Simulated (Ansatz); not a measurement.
# Mg2C (model cell, started as cuprite): following an unstable mode, part 2 of 3

Aim: this structure of Mg2C (model cell, started as cuprite) is to be tested for unstable modes, and one is followed downhill.

Ansatz 0.2.0; DFT PBE, scalar-relativistic, plane waves, PAW.

So far, highest frequency on the path or at a solved wavevector (cm⁻¹): step 2 (response at finite wavevector) 626. Also lowest frequency on the path (cm⁻¹): step 2 -54.6.

The structure was built from a prototype and need not be the compound's stable phase.

## 5. Energy along the mode, all amplitudes (two of the runs are shown above)

An imaginary frequency means negative curvature, so the energy should fall and then rise again as anharmonic terms take over.

Numbers from this step:

| Quantity | Value |
| --- | --- |
| depth at the lowest point sampled | 0.785 meV/atom |
| largest atomic shift at that point | 0.14 Å |

The energy from the parent by largest atomic shift:

```
largest atomic shift (Å)  energy from the parent (meV/atom)
                   0.000                                  0
                   0.040                             -0.132
                   0.080                             -0.454
                   0.140                             -0.785
                   0.220                               1.23
                   0.320                               14.4
```

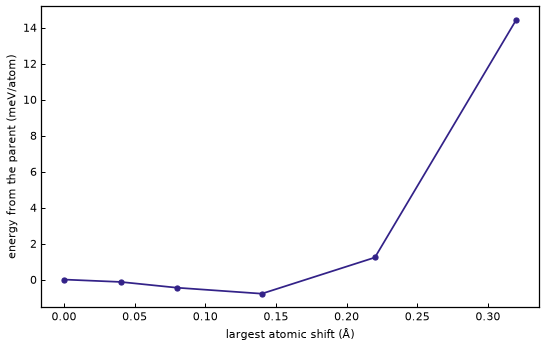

Energy from the parent against largest atomic shift.

Displacement at unit largest shift by atom:

```
atom  x (Å)  y (Å)  z (Å)  size
  C1   1.00   0.00   0.00  1.00
  C2   1.00   0.00   0.00  1.00
 Mg3  -0.25   0.57   0.57  0.85
 Mg4  -0.25   0.57  -0.57  0.85
 Mg5  -0.25  -0.57   0.57  0.85
 Mg6  -0.25  -0.57  -0.57  0.85
```

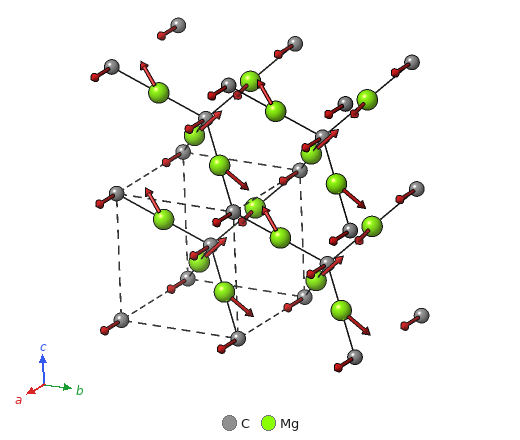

Displacement at unit largest shift as arrows, the longest 1 Å. Bonds to atoms that aren't drawn are left out. 1×2×2 cells are drawn. Some periodic images of atoms are drawn too.

The lowest of the steps tried is at 0.14 Å, 0.785 meV/atom below the parent; the bottom of the well need not coincide with a step.

## 6. Relaxing from the distorted cell

Starting from the lowest point found, all atoms and the cell are let go, so that strain and other modes of the same symmetry can join in.

The input, input.yaml:

```yaml
crystal:
  lattice:
    - [4.8390002607, 0.0, 0.0]
    - [0.0, 4.8390002607, 0.0]
    - [0.0, 0.0, 4.8390002607]
  atoms:
    - { symbol: C, position: [0.0289315959, 0.0, 0.0] }
    - { symbol: C, position: [0.5289315959, 0.5, 0.5] }
    - { symbol: Mg, position: [0.2428513187, 0.2665675186, 0.2665675186] }
    - { symbol: Mg, position: [0.7428513187, 0.7665675186, 0.2334324814] }
    - { symbol: Mg, position: [0.7428513187, 0.2334324814, 0.7665675186] }
    - { symbol: Mg, position: [0.2428513187, 0.7334324814, 0.7334324814] }
kpoints:
  mp_grid: { grid: [6, 6, 6] }
hamiltonian:
  xc: pbe
scf:
  occupations: { method: methfessel_paxton, width: 0.15 }
output:
  forces: true
  stress: true
  eigenvalues: true
  write_density: true
  write_potential: true
  elf: true
  volumetric_format: npy
relax:
  adjacent_minimum: "off"
  f_tol: 0.002
  max_steps: 120
  cell: { stress_tol: 0.03 }
```

Started as:

```console
$ ansatz run input.yaml --threads 8 --pin off --max-ram 14336MiB --backend cpu --events-out ev --progress --plain --runs-dir out
```

Numbers of over 12 decimals in the logs are rounded to 6 here.

The log of the run:

```text
[...]
Crystal: 6 atoms, lattice volume = 113.310 Å³
Basis set: ecut = 420 eV, 2205 PW (Γ), exchange–correlation on 72×72×72 points (8 copies of the dense FFT grid, shifted against one another)
Bands: 30, of which v1, the nominal top of the filled ones, is band 24 counted from 1 (23 counted from 0)
Symmetry: 8 space group operations
[...]
k-points: 40 of 216 (time reversal used)
[...]
SCF iter   1: F=—  HF=-8193.229479 eV  |F-HF|=—  |Δ(HF+E_count)|=         —  Δρ=3.14e-3  dr2=2.12e-2  ethr=1.77e-3  ⟨swp⟩=5.7  Hψ=5362  notcnv=0
[...]
SCF iter   5: F=-8193.226087 eV  HF=-8193.226087 eV  |F-HF|=5.90e-8  |Δ(HF+E_count)|=   2.78e-7  S|Δr|=    0.00e0  Δρ=8.15e-6  dr2=5.81e-8  ethr=2.08e-10  ⟨swp⟩=10.4  Hψ=7954  notcnv=0
SCF 1 converged in 5 iterations: F = -8193.226087 eV  dr2 = 5.81e-8
[...]
relax step   1: F+E_penalty+E_count = -8193.22608740 eV  Δ(F+E_penalty+E_count) = +0.000e0 eV  max|allowed force component| = 7.067e-3 eV/Å  Δτ_max = 0.0000 Å  P = -0.643 GPa  Ω = 113.310 Å³  (5 SCF iters, dr2 threshold 1.00e-7 eV, accepted)
Crystal: 6 atoms, lattice volume = 112.370 Å³
Basis set: ecut = 420 eV, 2155 PW (Γ), exchange–correlation on 72×72×72 points (8 copies of the dense FFT grid, shifted against one another)
[...]
SCF iter   5: F=-8193.241387 eV  HF=-8193.241387 eV  |F-HF|=6.42e-9  |Δ(HF+E_count)|=   1.35e-7  S|Δr|=    0.00e0  Δρ=9.67e-6  dr2=1.82e-7  ethr=1.25e-9  ⟨swp⟩=10.2  Hψ=8415  notcnv=0
SCF 2 converged in 5 iterations: F = -8193.241387 eV  dr2 = 1.82e-7
relax step   2: F+E_penalty+E_count = -8193.24138726 eV  Δ(F+E_penalty+E_count) = -1.530e-2 eV  max|allowed force component| = 5.572e-2 eV/Å  Δτ_max = 0.0047 Å  P = -0.230 GPa  Ω = 112.370 Å³  energy of the carried Pulay correction = +5.216e-4 eV  (5 SCF iters, dr2 threshold 6.00e-7 eV, accepted)
Crystal: 6 atoms, lattice volume = 109.917 Å³
Basis set: ecut = 420 eV, 2131 PW (Γ), exchange–correlation on 72×72×72 points (8 copies of the dense FFT grid, shifted against one another)
[...]
SCF iter   5: F=-8193.321729 eV  HF=-8193.321729 eV  |F-HF|=2.78e-8  |Δ(HF+E_count)|=   1.91e-6  S|Δr|=    0.00e0  Δρ=1.07e-5  dr2=1.28e-7  ethr=1.25e-9  ⟨swp⟩=10.5  Hψ=10070  notcnv=0
SCF 3 converged in 5 iterations: F = -8193.321729 eV  dr2 = 1.28e-7
  Residual-converged pass: ⟨swp⟩=1.0  Hψ=1360  notcnv=0  max |occ|·‖R‖ = 7.0e-9 eV (tolerance 1.0e-8 eV)  dr2=1.28e-7  dr2_onsite=2.00e-8  max |Δocc| = 4.2e-11
relax step   3: F+E_penalty+E_count = -8193.32172893 eV  Δ(F+E_penalty+E_count) = -8.034e-2 eV  max|allowed force component| = 3.395e-1 eV/Å  Δτ_max = 0.0446 Å  P = +0.234 GPa  Ω = 109.917 Å³  energy of the carried Pulay correction = +1.905e-3 eV  (5 SCF iters, dr2 threshold 6.00e-7 eV, accepted)
[... from here on, the SCF cycles and remarks between the steps are left out ...]
relax step   4: F+E_penalty+E_count = -8193.52604608 eV  Δ(F+E_penalty+E_count) = -2.043e-1 eV  max|allowed force component| = 7.609e-1 eV/Å  Δτ_max = 0.0743 Å  P = -0.138 GPa  Ω = 107.259 Å³  energy of the carried Pulay correction = +3.438e-3 eV  (6 SCF iters, dr2 threshold 6.00e-7 eV, accepted)
relax step   5: F+E_penalty+E_count = -8193.97794076 eV  Δ(F+E_penalty+E_count) = -4.519e-1 eV  max|allowed force component| = 1.157e0 eV/Å  Δτ_max = 0.1156 Å  P = -1.426 GPa  Ω = 103.971 Å³  energy of the carried Pulay correction = +5.387e-3 eV  (5 SCF iters, dr2 threshold 6.00e-7 eV, accepted)
relax step   6: F+E_penalty+E_count = -8194.72888064 eV  Δ(F+E_penalty+E_count) = -7.509e-1 eV  max|allowed force component| = 1.182e0 eV/Å  Δτ_max = 0.1667 Å  P = -3.007 GPa  Ω = 99.834 Å³  energy of the carried Pulay correction = +7.925e-3 eV  (7 SCF iters, dr2 threshold 6.00e-7 eV, accepted)
relax step   7: F+E_penalty+E_count = -8195.42097307 eV  Δ(F+E_penalty+E_count) = -6.921e-1 eV  max|allowed force component| = 1.008e0 eV/Å  Δτ_max = 0.1606 Å  P = -1.787 GPa  Ω = 94.209 Å³  energy of the carried Pulay correction = +1.154e-2 eV  (7 SCF iters, dr2 threshold 6.00e-7 eV, accepted)
relax step   8: F+E_penalty+E_count = -8195.52550229 eV  Δ(F+E_penalty+E_count) = -1.045e-1 eV  max|allowed force component| = 7.384e-1 eV/Å  Δτ_max = 0.1944 Å  P = +1.775 GPa  Ω = 89.648 Å³  energy of the carried Pulay correction = +1.462e-2 eV  (6 SCF iters, dr2 threshold 6.00e-7 eV, accepted)
relax step   9: F+E_penalty+E_count = -8195.35386009 eV  Δ(F+E_penalty+E_count) = +1.716e-1 eV  max|allowed force component| = 2.597e-1 eV/Å  Δτ_max = 0.0857 Å  P = +4.665 GPa  Ω = 87.140 Å³  energy of the carried Pulay correction = +1.637e-2 eV  (6 SCF iters, dr2 threshold 6.00e-7 eV, rejected (line search))
relax step  10: F+E_penalty+E_count = -8195.56863075 eV  Δ(F+E_penalty+E_count) = -4.313e-2 eV  max|allowed force component| = 2.092e-1 eV/Å  Δτ_max = 0.0958 Å  P = -0.988 GPa  Ω = 92.255 Å³  energy of the carried Pulay correction = +1.284e-2 eV  (10 SCF iters, accepted)
relax step  11: F+E_penalty+E_count = -8195.59297244 eV  Δ(F+E_penalty+E_count) = -2.434e-2 eV  max|allowed force component| = 5.759e-3 eV/Å  Δτ_max = 0.0248 Å  P = +0.097 GPa  Ω = 91.218 Å³  energy of the carried Pulay correction = +1.354e-2 eV  (5 SCF iters, dr2 threshold 6.00e-7 eV, accepted)
relax step  12: F+E_penalty+E_count = -8195.59332045 eV  Δ(F+E_penalty+E_count) = -3.480e-4 eV  max|allowed force component| = 1.154e-3 eV/Å  Δτ_max = 0.0014 Å  P = -0.028 GPa  Ω = 91.313 Å³  energy of the carried Pulay correction = +1.348e-2 eV  (4 SCF iters, dr2 threshold 4.84e-7 eV, accepted)
relax step  13: F+E_penalty+E_count = -8195.59334661 eV  Δ(F+E_penalty+E_count) = -2.617e-5 eV  max|allowed force component| = 6.079e-5 eV/Å  Δτ_max = 0.0002 Å  P = +0.001 GPa  Ω = 91.284 Å³  energy of the carried Pulay correction = +1.350e-2 eV  (4 SCF iters, dr2 threshold 9.94e-9 eV, accepted)
relax step  14: F+E_penalty+E_count = -8195.59403330 eV  Δ(F+E_penalty+E_count) = -6.867e-4 eV  max|allowed force component| = 3.830e-4 eV/Å  Δτ_max = 0.0000 Å  P = +0.004 GPa  Ω = 91.284 Å³  stress off target by 9.94e-2 GPa  SCF on the basis re-selected at this cell (its energy is not comparable with the rows above)  (6 SCF iters)
relax step  15: F+E_penalty+E_count = -8195.59406279 eV  Δ(F+E_penalty+E_count) = -2.950e-5 eV  max|allowed force component| = 4.992e-5 eV/Å  Δτ_max = 0.0001 Å  P = +0.002 GPa  Ω = 91.299 Å³  energy of the carried Pulay correction = -5.696e-6 eV  (4 SCF iters, dr2 threshold 2.47e-8 eV, accepted)
[...]
SCF iter   5: F=-8195.594079 eV  HF=-8195.594079 eV  |F-HF|=3.64e-12  |Δ(HF+E_count)|=  1.82e-12  S|Δr|=    0.00e0  Δρ=9.59e-8  dr2=3.26e-12  ethr=1.00e-12  ⟨swp⟩=5.2  Hψ=4838  notcnv=0
SCF 16 converged in 5 iterations: F = -8195.594079 eV  dr2 = 3.26e-12
relax step  16: F+E_penalty+E_count = -8195.59407899 eV  Δ(F+E_penalty+E_count) = -1.620e-5 eV  max|allowed force component| = 4.995e-5 eV/Å  Δτ_max = 0.0000 Å  P = +0.003 GPa  Ω = 91.299 Å³  stress off target by 4.82e-3 GPa  SCF on the basis re-selected at this cell (its energy is not comparable with the rows above)  (5 SCF iters)
[...]
SCF converged after 5 iterations
[...]
Free energy (F): -8195.594079 eV
[...]
Internal energy: -8195.594238 eV  (E = F + TS)
E sigma→0 (E₀):  -8195.594119 eV
Entropy (-TS):   0.000159 eV (0.026 meV/atom)
Fermi energy:    6.629301 eV
[...]
--- Forces (eV/Å), atoms counted from 1 ---
  atom   1  C     -0.00005035     0.00000000     0.00000000
  atom   2  C     -0.00005035     0.00000000    -0.00000000
  atom   3  Mg     0.00002458    -0.00004352    -0.00004352
  atom   4  Mg     0.00002458    -0.00004352     0.00004352
  atom   5  Mg     0.00002458     0.00004352    -0.00004352
  atom   6  Mg     0.00002458     0.00004352     0.00004352
  max |Σ_I F_I| component: 2.37e-6 eV/Å
--- Stress (GPa, compression-positive) ---
       -0.001754       0.000000       0.000000
        0.000000       0.004822       0.000000
        0.000000       0.000000       0.004822
  P = ⅓ Tr σ = 0.0026 GPa (0.026 kbar)
--- Band table (eV; the first three rows and the last of 40) ---
  k-point 0: bands = [... 20 lower, 5.9065, 5.9103, 5.9103, 6.0429, 6.2115, 6.7177, 10.1300, 13.5049, ... 2 higher]
  k-point 1: bands = [... 20 lower, 4.8894, 5.6597, 6.0913, 6.5447, 6.6781, 7.3811, 10.3428, 13.0388, ... 2 higher]
  k-point 2: bands = [... 20 lower, 4.0837, 5.1020, 6.2221, 6.5640, 7.8530, 8.6159, 10.8527, 11.9310, ... 2 higher]
  k-point 39: bands = [... 20 lower, 4.2130, 4.2130, 4.2311, 4.2311, 9.9291, 9.9291, 10.3301, 10.3301, ... 2 higher]
--- Relaxed structure (14 steps of the walk, 13 accepted, 2 SCFs on fresh bases) ---
  F+E_penalty+E_count = -8195.59407899 eV   max|allowed force component| = 4.995e-5 eV/Å   (the final SCF, on the basis selected at the relaxed cell)
  cell:  # Å, volume = 91.2992 Å³
    - [3.541203, 0, 0.0]
    - [0, 5.077596, 0]
    - [0.0, 0, 5.077596]
  atoms:
    - { symbol: C, position: [0.171546, -4.184693786886377e-19, 0] }
    - { symbol: C, position: [0.671546, 0.500000, 0.500000] }
    - { symbol: Mg, position: [0.171544, 0.307162, 0.307162] }
    - { symbol: Mg, position: [0.671544, 0.807162, 0.192838] }
    - { symbol: Mg, position: [0.671544, 0.192838, 0.807162] }
    - { symbol: Mg, position: [0.171544, 0.692838, 0.692838] }
```

It took 33 s on 8 threads of Arm Neoverse V1, shared host; peak memory 0.55 GiB; 4 min of CPU time.

Step by step:

```
step  energy less that of the first step (eV)  largest force component (eV/Å)  pressure (GPa)  volume (Å³)
   1                                   0.0000                          0.0071           -0.64       113.31
   2                                  -0.0153                          0.0557           -0.23       112.37
   3                                  -0.0956                          0.3395            0.23       109.92
   4                                  -0.3000                          0.7609           -0.14       107.26
   5                                  -0.7519                          1.1574           -1.43       103.97
   6                                  -1.5028                          1.1815           -3.01        99.83
   7                                  -2.1949                          1.0079           -1.79        94.21
   8                                  -2.2994                          0.7384            1.78        89.65
   9                                  -2.1278                          0.2597            4.66        87.14
  10                                  -2.3425                          0.2092           -0.99        92.25
  11                                  -2.3669                          0.0058            0.10        91.22
  12                                  -2.3672                          0.0012           -0.03        91.31
  13                                  -2.3673                          0.0001            0.00        91.28
 14*                                  -2.3679                          0.0004            0.00        91.28
  15                                  -2.3680                          0.0001            0.00        91.30
 16*                                  -2.3680                          0.0001            0.00        91.30
```

Relaxation steps marked * repeat the geometry before them on a plane-wave basis chosen anew for their cell, so energy and pressure can jump there. Relaxation step 9 was tried and not accepted.

The run keeps the 8 symmetry operations that it works with, so distortions that break them were not tested.

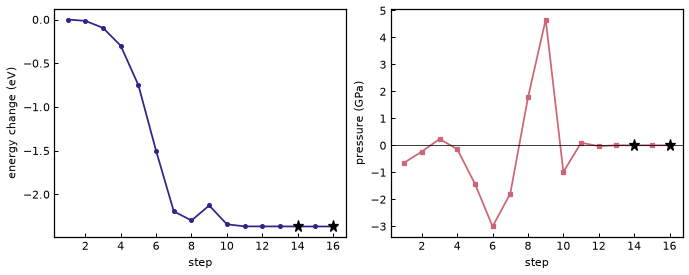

Energy and pressure along the relaxation. Stars mark steps on a basis chosen anew.

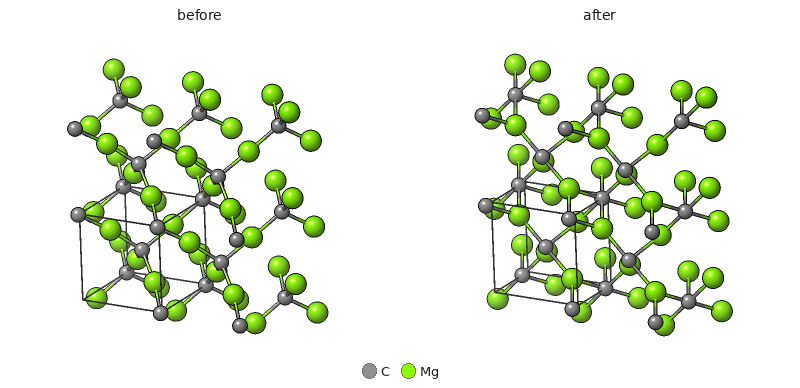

Before and after, at one scale.

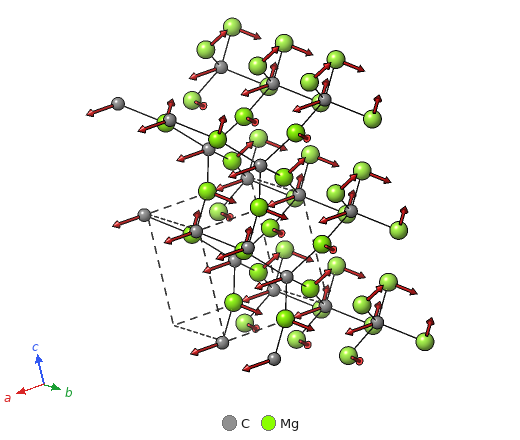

Displacements in the relaxation, exaggerated, measured against the changing cell; the longest in the cell stands for 0.51 Å. 1×2×2 cells are drawn. Some periodic images of atoms are drawn too.

```csv
cell as run,before,after,change
a (Å),4.839,3.541,-26.8 %
b (Å),4.839,5.078,+4.9 %
c (Å),4.839,5.078,+4.9 %
volume (Å³/atom),18.88,15.22,-19.4 %
```

The atoms that moved most (Å, as changes of fractional coordinates times the final cell):

```csv
atom,dx,dy,dz,length
C2,0.505,0.000,0.000,0.505
C1,0.505,0.000,0.000,0.505
Mg6,-0.253,-0.206,-0.206,0.386
Mg4,-0.253,0.206,-0.206,0.386
Mg5,-0.253,-0.206,0.206,0.386
Mg3,-0.253,0.206,0.206,0.386
```

Final coordinates:

```xyz
6
Lattice="3.5412 0.0000 0.0000 0.0000 5.0776 0.0000 0.0000 0.0000 5.0776" Properties=species:S:1:pos:R:3 pbc="T T T"
C     0.6075    0.0000    0.0000
C     2.3781    2.5388    2.5388
Mg    0.6075    1.5596    1.5596
Mg    2.3781    4.0984    0.9792
Mg    2.3781    0.9792    4.0984
Mg    0.6075    3.5180    3.5180
```

This step gave:

```
pressure        : 0.002630 GPa
volume per atom : 15.22 Å³
```

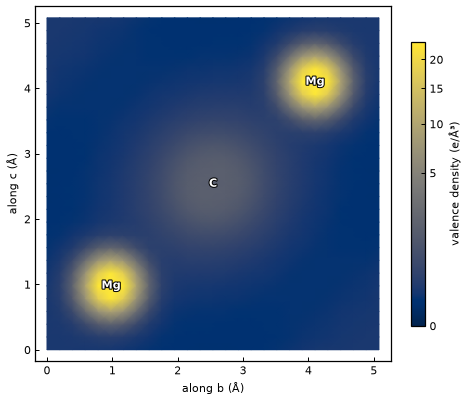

Valence density in the bc plane at fractional x = 0.172, with atoms of C and Mg within 0.2 Å of it. It is the smooth field of the valence electrons, not physical close to the nuclei. The map starts off the cell's origin, so that atoms lie inside it. The colour scale is stretched toward low values.

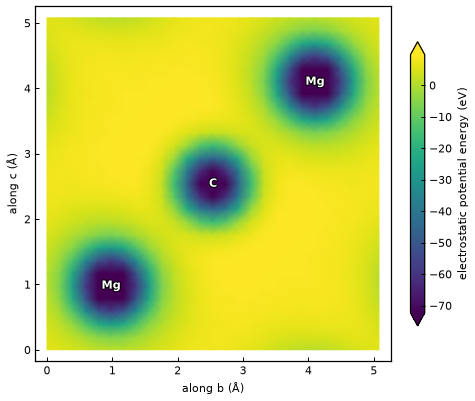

Electrostatic potential energy in the bc plane at fractional x = 0.172, with atoms of C and Mg within 0.2 Å of it. With pseudopotentials it is smooth inside the atoms' cores, unlike the true potential. The map starts off the cell's origin, so that atoms lie inside it.

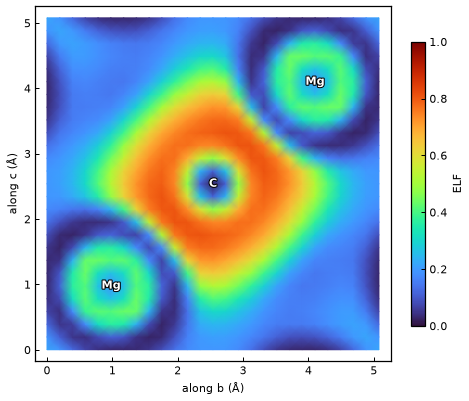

ELF in the bc plane at fractional x = 0.172, with atoms of C and Mg within 0.2 Å of it. It is the smooth field of the valence electrons, not physical close to the nuclei. The map starts off the cell's origin, so that atoms lie inside it.

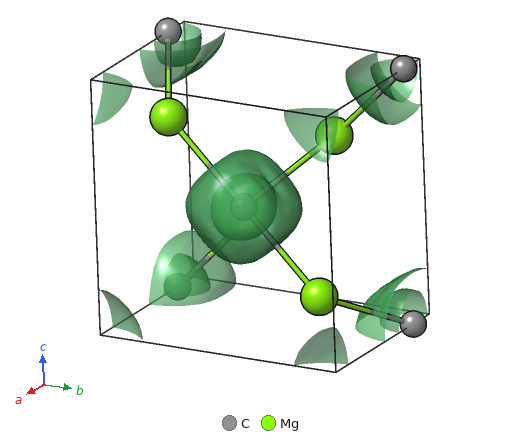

Surface of ELF = 0.77.

The distorted start has space group P4_2nm; the relaxation ends in P4_2/mnm.

(Part 2 of 3 ends here.)

[Logs are printed without paths, hosts, clocks, repeated set-up lines and the standing remarks that a program may print on its own settings, such as how far it seeks lower states.]

[Hosts, paths, dates, database ids (printed as entryN), source tags and the programs' standing remarks are cut or masked in the printed files.]
